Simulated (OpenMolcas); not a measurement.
Zr²⁺: multiconfigurational calculation

Zr²⁺. Computed at this level: state-averaged CASSCF, active space 2 electrons in the shell 4d, basis ANO-RCC-VTZP, DKH2 scalar Hamiltonian, spin-orbit coupling by RASSI with atomic mean-field integrals (OpenMolcas).

### Input
```
&GATEWAY
Coord
1

Zr 0.0 0.0 0.0
Basis=ANO-RCC-VTZP
Group=XYZ
NoMove
AngMom=0.0 0.0 0.0
AMFI
&SEWARD
&RASSCF
FileOrb=start.orb
Symmetry=1
Spin=3
nActEl=2 0 0
Inactive=9 9
Ras2=5 0
CIRoot=10 10 1
SDav=10
CIMx=300
Iter=120 100
PrWF=0.3
OrbListing=Nothing
MaxOrb=0
Atom
>>> COPY $Project.JobIph JOB001
&RASSCF
FileOrb=start.orb
Symmetry=1
Spin=1
nActEl=2 0 0
Inactive=9 9
Ras2=5 0
CIRoot=15 15 1
SDav=15
CIMx=300
Iter=120 100
PrWF=0.3
OrbListing=Nothing
MaxOrb=0
Atom
>>> COPY $Project.JobIph JOB002
&RASSI
NrOfJobIphs=2 10 15
1 2 3 4 5 6 7 8 9 10
1 2 3 4 5 6 7 8 9 10 11 12 13 14 15
IphNames
JOB001
JOB002
EJob
SpinOrbit
DIPRint=1.0
SOCoupling=1000.0
Subsets=2
MEES
Property=10
'ANGMOM' 1 'ANGMOM' 2 'ANGMOM' 3 'MLTPL  1' 1 'MLTPL  1' 2 'MLTPL  1' 3
'AMFI' 1 'AMFI' 2 'AMFI' 3 'MLTPL  2' 6
SOProperty=3
'ANGMOM' 1 'ANGMOM' 2 'ANGMOM' 3
```

The file start.orb holds starting orbitals from an earlier step. A driver script formed the levels outside the program, from RASSI's spin-orbit matrix and the active-space energies, averaged over the components of each term or state.

Hardware: 1 CPU thread, shared host.

### The program's output (extracts)
```
--- SEWARD ---
Basis set label: ZR.ANO-RCC...7S6P4D2F1G.

      Electronic valence basis set:
      ------------------
      Associated Effective Charge  40.000000 au
      Associated Actual Charge     40.000000 au
      Nuclear Model: Point charge

      Shell  nPrim  nBasis  Cartesian Spherical Contaminant
         s      21       7        X
         p      18       6        X
         d      13       4                 X
         f       6       2                 X
         g       4       1                 X
                  Relativistic Douglas-Kroll-Hess integrals:
                    - DKH order of Hamiltonian: 2
                    - DKH order of Properties : 0
                  Atomic mean-field integrals
--- RASSCF ---
Wave function specifications:
      -----------------------------

      Number of closed shell electrons          36
      Number of electrons in active shells       2
      Max number of holes in RAS1 space          0
      Max nr of electrons in RAS3 space          0
      Number of inactive orbitals               18
      Number of active orbitals                  5
      Number of secondary orbitals              45
      Spin quantum number                      1.0
      State symmetry                             1
Orbital specifications:
      -----------------------

      Symmetry species                           1   2
                                                ag  au
      Frozen orbitals                            0   0
      Inactive orbitals                          9   9
      Active orbitals                            5   0
      RAS1 orbitals                              0   0
      RAS2 orbitals                              5   0
      RAS3 orbitals                              0   0
      Secondary orbitals                        22  23
      Deleted orbitals                           0   0
      Number of basis functions                 36  32
      Number of CSFs                            10
      Number of root(s) required                10
      Iter CI   SX   CI       RASSCF       Energy    max ROT     max BLB   max BLB  Level Ln srch  Step   QN
          iter iter root      energy       change     param      element    value   shift minimum  type update
 Nr of preliminary CI iterations:   1
      Total energies have been shifted. Add                -3000.00 au
        1   1    9    0  -595.13061596    0.00E+00   1.55E-01*   7  10 2  4.77E-02*  0.00   0.00    SX    NO
        2   1    9    0  -595.14939608   -1.88E-02*  5.23E-02    9  15 2  3.91E-02*  0.00   0.00    SX    NO
        3   1    8    0  -595.15110328   -1.71E-03*  3.16E-02    7  13 2 -1.50E-02*  0.00   0.00    SX    NO
        4   1    8    0  -595.15167007   -5.67E-04*  1.60E-02    8  14 2  9.02E-03*  0.00   0.00    SX    NO
        5   1    8    0  -595.15180983   -1.40E-04*  5.59E-03    7  13 2 -4.58E-03*  0.00   0.65    QN   YES
        6   1    7    0  -595.15187075   -6.09E-05*  2.72E-04    7  13 2 -1.27E-04*  0.00   1.04    QN   YES
        7   1    5    0  -595.15187086   -1.05E-07* -6.21E-06    9  15 1 -7.96E-06   0.00   1.00    QN   YES
        8   1    4    0  -595.15187086   -2.51E-10   1.19E-06    9  16 1  2.27E-06   0.00   1.11    QN   YES
      Convergence after  8 iterations
        9   1    4    0  -595.15187086   -1.46E-11   1.19E-06    3  17 1 -2.67E-07   0.00   1.11    QN   YES
      Natural orbitals and occupation numbers for root  1
      sym 1:   0.087503  -0.000000   0.087503   0.912497   0.912497
      Natural orbitals and occupation numbers for root  2
      sym 1:   0.915421   0.915421   0.084579  -0.000000   0.084579
      Natural orbitals and occupation numbers for root  3
      sym 1:   0.573250   0.426750   0.573250  -0.000000   0.426750
::    RASSCF root number  1 Total energy:  -3595.16533168
::    RASSCF root number  2 Total energy:  -3595.16533168
::    RASSCF root number  3 Total energy:  -3595.16533168
::    RASSCF root number  4 Total energy:  -3595.16533168
::    RASSCF root number  5 Total energy:  -3595.16533168
::    RASSCF root number  6 Total energy:  -3595.16533168
::    RASSCF root number  7 Total energy:  -3595.16533168
::    RASSCF root number  8 Total energy:  -3595.12046229
::    RASSCF root number  9 Total energy:  -3595.12046229
::    RASSCF root number 10 Total energy:  -3595.12046229
--- RASSCF ---
Wave function specifications:
      -----------------------------

      Number of closed shell electrons          36
      Number of electrons in active shells       2
      Max number of holes in RAS1 space          0
      Max nr of electrons in RAS3 space          0
      Number of inactive orbitals               18
      Number of active orbitals                  5
      Number of secondary orbitals              45
      Spin quantum number                      0.0
      State symmetry                             1
Orbital specifications:
      -----------------------

      Symmetry species                           1   2
                                                ag  au
      Frozen orbitals                            0   0
      Inactive orbitals                          9   9
      Active orbitals                            5   0
      RAS1 orbitals                              0   0
      RAS2 orbitals                              5   0
      RAS3 orbitals                              0   0
      Secondary orbitals                        22  23
      Deleted orbitals                           0   0
      Number of basis functions                 36  32
      Number of CSFs                            15
      Number of root(s) required                15
      Iter CI   SX   CI       RASSCF       Energy    max ROT     max BLB   max BLB  Level Ln srch  Step   QN
          iter iter root      energy       change     param      element    value   shift minimum  type update
 Nr of preliminary CI iterations:   1
      Total energies have been shifted. Add                -3000.00 au
        1   1    6    0  -595.10674794    0.00E+00  -2.49E-02   13  21 1 -3.99E-03*  0.00   0.00    SX    NO
        2   1    8    0  -595.10712303   -3.75E-04*  9.42E-03    7  13 2 -5.44E-03*  0.00   0.00    SX    NO
        3   1    8    0  -595.10718740   -6.44E-05*  4.74E-03    7  13 2  2.55E-03*  0.00   0.00    SX    NO
        4   1    8    0  -595.10720184   -1.44E-05*  2.31E-03    7  13 2 -1.46E-03*  0.00   0.00    SX    NO
        5   1    7    0  -595.10720564   -3.80E-06*  7.73E-04    7  13 2  7.53E-04*  0.00   0.66    QN   YES
        6   1    5    0  -595.10720699   -1.34E-06*  4.95E-06    3  17 1 -3.69E-06   0.00   1.00    QN   YES
        7   1    4    0  -595.10720699   -4.37E-11  -5.00E-07    6  26 1 -8.79E-07   0.00   0.91    QN   YES
      Convergence after  7 iterations
        8   1    4    0  -595.10720699    4.55E-12  -5.00E-07    9  15 1  7.93E-08   0.00   0.91    QN   YES
      Natural orbitals and occupation numbers for root  1
      sym 1:   0.571429   0.110400   0.177992   0.571429   0.568751
      Natural orbitals and occupation numbers for root  2
      sym 1:   0.571429   0.571429   0.376076   0.005798   0.475269
      Natural orbitals and occupation numbers for root  3
      sym 1:   0.571429   0.437827   0.571429   0.419111   0.000204
::    RASSCF root number  1 Total energy:  -3595.12673434
::    RASSCF root number  2 Total energy:  -3595.12673434
::    RASSCF root number  3 Total energy:  -3595.12673434
::    RASSCF root number  4 Total energy:  -3595.12673434
::    RASSCF root number  5 Total energy:  -3595.12673434
::    RASSCF root number  6 Total energy:  -3595.10617948
::    RASSCF root number  7 Total energy:  -3595.10617948
::    RASSCF root number  8 Total energy:  -3595.10617948
::    RASSCF root number  9 Total energy:  -3595.10617948
::    RASSCF root number 10 Total energy:  -3595.10617948
::    RASSCF root number 11 Total energy:  -3595.10617948
::    RASSCF root number 12 Total energy:  -3595.10617948
::    RASSCF root number 13 Total energy:  -3595.10617948
::    RASSCF root number 14 Total energy:  -3595.10617948
::    RASSCF root number 15 Total energy:  -3595.01881780
--- RASSI ---
SPIN-FREE ENERGIES:
  (Shifted by EMIN (a.u.) =      -3595.1653316769)

 SF State       Relative EMIN(au)   Rel lowest level(eV)    D:o, cm**(-1)      L_eff

     1             0.0000000000        0.0000000000              0.0000         3.0
     2             0.0000000000        0.0000000000              0.0000         3.0
     3             0.0000000000        0.0000000000              0.0000         3.0
     4             0.0000000000        0.0000000000              0.0000         3.0
     5             0.0000000000        0.0000000000              0.0000         3.0
     6             0.0000000000        0.0000000000              0.0000         3.0
     7             0.0000000000        0.0000000000              0.0000         3.0
    11             0.0385973333        1.0502869437           8471.1355         2.0
    12             0.0385973333        1.0502869437           8471.1355         2.0
    13             0.0385973333        1.0502869437           8471.1355         2.0
    14             0.0385973333        1.0502869437           8471.1355         2.0
    15             0.0385973333        1.0502869437           8471.1355         2.0
    10             0.0448693913        1.2209583376           9847.6931         1.0
     8             0.0448693913        1.2209583376           9847.6931         1.0
     9             0.0448693913        1.2209583376           9847.6931         1.0
    16             0.0591521978        1.6096133007          12982.4068         4.0
    17             0.0591521978        1.6096133007          12982.4068         4.0
    18             0.0591521978        1.6096133007          12982.4068         4.0
    19             0.0591521978        1.6096133007          12982.4068         4.0
    20             0.0591521978        1.6096133007          12982.4068         4.0
    21             0.0591521978        1.6096133007          12982.4068         4.0
    22             0.0591521978        1.6096133007          12982.4068         4.0
    23             0.0591521978        1.6096133007          12982.4068         4.0
    24             0.0591521978        1.6096133007          12982.4068         4.0
    25             0.1465138773        3.9868457052          32156.0792         0.0
     Dipole printing threshold changed to   1.00000000E+00
Eigenvalues of complex Hamiltonian:
   -----------------------------------
  (Shifted by EMIN (a.u.) =      -3595.1653316769)

 SO State       Relative EMIN(au)   Rel lowest level(eV)    D:o, cm**(-1)     J-value

     1            -0.0039807752        0.0000000000              0.0000         1.6
     2            -0.0039807752        0.0000000000              0.0000         1.6
     3            -0.0039807752        0.0000000000              0.0000         1.5
     4            -0.0039807752        0.0000000000              0.0000         1.7
     5            -0.0039807752        0.0000000000              0.0000         1.5
     6            -0.0009457937        0.0825860548            666.1015         1.8
     7            -0.0009457937        0.0825860548            666.1015         2.1
     8            -0.0009457937        0.0825860548            666.1015         2.8
     9            -0.0009457937        0.0825860548            666.1015         2.5
    10            -0.0009457937        0.0825860548            666.1015         2.2
    11            -0.0009457937        0.0825860548            666.1015         2.7
    12            -0.0009457937        0.0825860548            666.1015         2.3
    13             0.0027754146        0.1838452911           1482.8123         3.0
    14             0.0027754146        0.1838452911           1482.8123         3.1
    15             0.0027754146        0.1838452911           1482.8123         3.2
    16             0.0027754146        0.1838452911           1482.8123         3.6
    17             0.0027754146        0.1838452911           1482.8123         2.2
    18             0.0027754146        0.1838452911           1482.8123         3.8
    19             0.0027754146        0.1838452911           1482.8123         2.6
    20             0.0027754146        0.1838452911           1482.8123         3.5
    21             0.0027754146        0.1838452911           1482.8123         3.5
    22             0.0378746906        1.1389452476           9186.2129         1.8
    23             0.0378746906        1.1389452476           9186.2129         1.7
    24             0.0378746906        1.1389452476           9186.2129         1.2
    25             0.0378746906        1.1389452476           9186.2129         1.8
    26             0.0378746906        1.1389452476           9186.2129         1.3
    27             0.0427757485        1.2723098271          10261.8708        -0.0
    28             0.0439235976        1.3035443924          10513.7946         0.6
    29             0.0439235976        1.3035443924          10513.7946         0.6
    30             0.0439235976        1.3035443924          10513.7946         1.0
    31             0.0467354281        1.3800581980          11130.9200         1.8
    32             0.0467354281        1.3800581980          11130.9200         1.0
    33             0.0467354281        1.3800581980          11130.9200         2.0
    34             0.0467354281        1.3800581980          11130.9200         1.8
    35             0.0467354281        1.3800581980          11130.9200         1.0
    36             0.0592141643        1.7196219092          13869.6861         2.6
    37             0.0592141643        1.7196219092          13869.6861         3.4
    38             0.0592141643        1.7196219092          13869.6861         2.6
    39             0.0592141643        1.7196219092          13869.6861         3.6
    40             0.0592141643        1.7196219092          13869.6861         3.0
    41             0.0592141643        1.7196219092          13869.6861         3.0
Weights of the five most important spin-orbit-free states for each spin-orbit state.

 SO State  Total energy (au)           Spin-free states, spin, and weights
 -------------------------------------------------------------------------------------------------------
    1        -0.003981       4 1.0  0.2479    6 1.0  0.2039    3 1.0  0.1515    5 1.0  0.1463    7 1.0  0.0868
    2        -0.003981       1 1.0  0.1938    6 1.0  0.1789    5 1.0  0.1625    7 1.0  0.1587    3 1.0  0.1408
    3        -0.003981       2 1.0  0.1964    7 1.0  0.1899    6 1.0  0.1616    1 1.0  0.1445    4 1.0  0.1075
    4        -0.003981       1 1.0  0.1998    7 1.0  0.1732    2 1.0  0.1685    5 1.0  0.1425    4 1.0  0.1333
    5        -0.003981       3 1.0  0.2260    5 1.0  0.1700    4 1.0  0.1649    2 1.0  0.1585    7 1.0  0.1023
    6        -0.000946       7 1.0  0.4773    4 1.0  0.1878    2 1.0  0.0943    6 1.0  0.0927    5 1.0  0.0555
    7        -0.000946       3 1.0  0.2168    7 1.0  0.1857    5 1.0  0.1712    6 1.0  0.1556    4 1.0  0.1046
    8        -0.000946       6 1.0  0.5512    4 1.0  0.1380    3 1.0  0.1266    5 1.0  0.0928    2 1.0  0.0663
    9        -0.000946       4 1.0  0.3541    2 1.0  0.2453    3 1.0  0.1070    1 1.0  0.1004    7 1.0  0.0967
   10        -0.000946       5 1.0  0.3215    2 1.0  0.2350    4 1.0  0.1443    1 1.0  0.1285    3 1.0  0.0744
   11        -0.000946       1 1.0  0.3900    5 1.0  0.2284    2 1.0  0.1257    7 1.0  0.0972    3 1.0  0.0932
   12        -0.000946       3 1.0  0.3379    1 1.0  0.2419    2 1.0  0.1402    7 1.0  0.0976    5 1.0  0.0941
```

### Spin-orbit levels, grouped by J and assigned

| Configuration | Level | E (cm⁻¹) | LS purity (%) | Landé g |
| --- | --- | --- | --- | --- |
| 4d² | ³F₂ | 0 | 100 | 0.667 |
| 4d² | ³F₃ | 666 | 100 | 1.084 |
| 4d² | ³F₄ | 1,483 | 100 | 1.250 |
| 4d² | ¹D₂ | 9,186 | 89 | 1.051 |
| 4d² | ³P₀ | 10,260 | 100 | – |
| 4d² | ³P₁ | 10,510 | 100 | 1.501 |
| 4d² | ³P₂ | 11,130 | 90 | 1.449 |
| 4d² | ¹G₄ | 13,870 | 100 | 1.000 |
| 4d² | ¹S₀ | 33,070 | 100 | – |

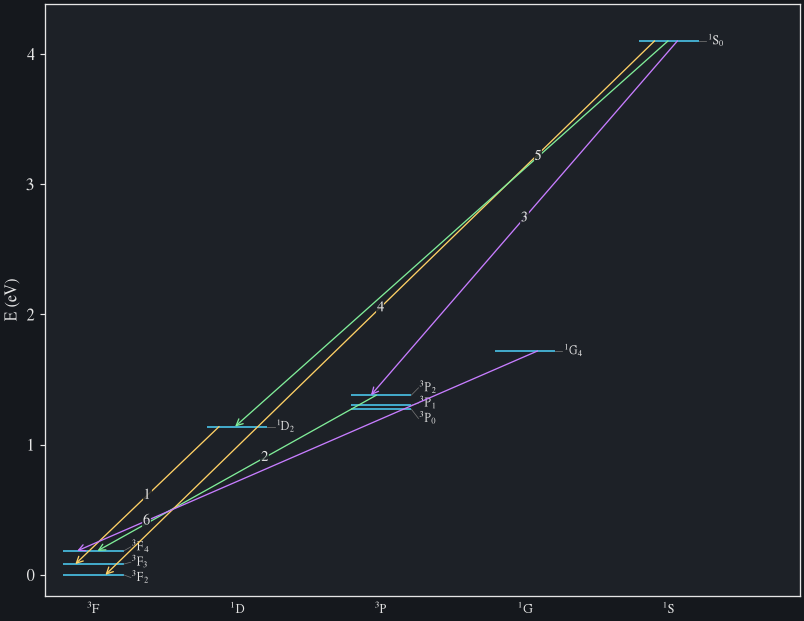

**Figure 1.** Levels of Zr III (Zr²⁺) with 6 numbered transitions. Rates are at computed energies.

| No. | Upper | Lower | Type | λ (vacuum) | A (s⁻¹) |
| --- | --- | --- | --- | --- | --- |
| 1 | 4d² ¹D₂ | 4d² ³F₃ | M1 | 1170 nm | 0.096 |
| 2 | 4d² ³P₂ | 4d² ³F₄ | E2 | 1040 nm | 0.065 |
| 3 | 4d² ¹S₀ | 4d² ³P₂ | E2 | 456 nm | 1.9 |
| 4 | 4d² ¹S₀ | 4d² ³F₂ | E2 | 302 nm | 0.21 |
| 5 | 4d² ¹S₀ | 4d² ¹D₂ | E2 | 419 nm | 21 |
| 6 | 4d² ¹G₄ | 4d² ³F₄ | M1 | 807 nm | 0.071 |

Line 5 has the largest rate; it falls in the visible region.

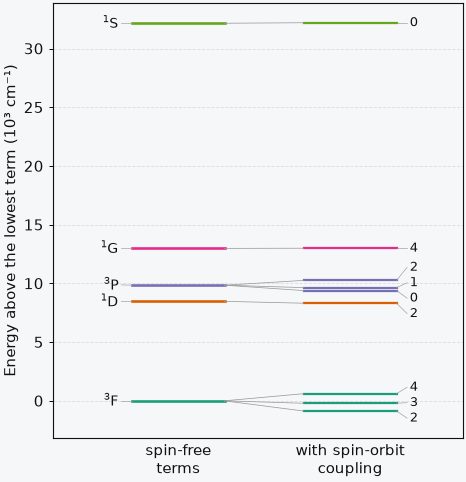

**Figure 2.** Terms of Zr²⁺ without and with spin-orbit coupling; numbers at the right are J. ³F (at 0) splits over 1,480 cm⁻¹ into J = 2, 3, 4 from the bottom up (normal); ¹D (at 8,470 cm⁻¹) gives the one level J = 2; ³P (at 9,850 cm⁻¹) splits over 869 cm⁻¹ into J = 0, 1, 2 from the bottom up (normal); ¹G (at 13,000 cm⁻¹) gives the one level J = 4; ¹S (at 32,200 cm⁻¹) gives the one level J = 0. The ground level lies 874 cm⁻¹ below the lowest term.

### Summary

- outcome: converged
- lowest level: 4d² ³F₂
- first excited level: 4d² ³F₃, 666 cm⁻¹ (measured: 681)
- energy of the lowest spin-free term: −3595.16533 hartree
- energy of the lowest spin-orbit level: −3595.16931 hartree
- largest spread among components of a term: 0.0 cm⁻¹
- wall time: 10 s

### Remarks

Against measured levels the run misses widely: 4d2 1D J = 2 comes out at 9,186 cm⁻¹ where 5,742 cm⁻¹ is measured. Without dynamic correlation the splittings between terms come out too large, often by 20 to 50 %. To bear in mind: only configurations of the active space are included.
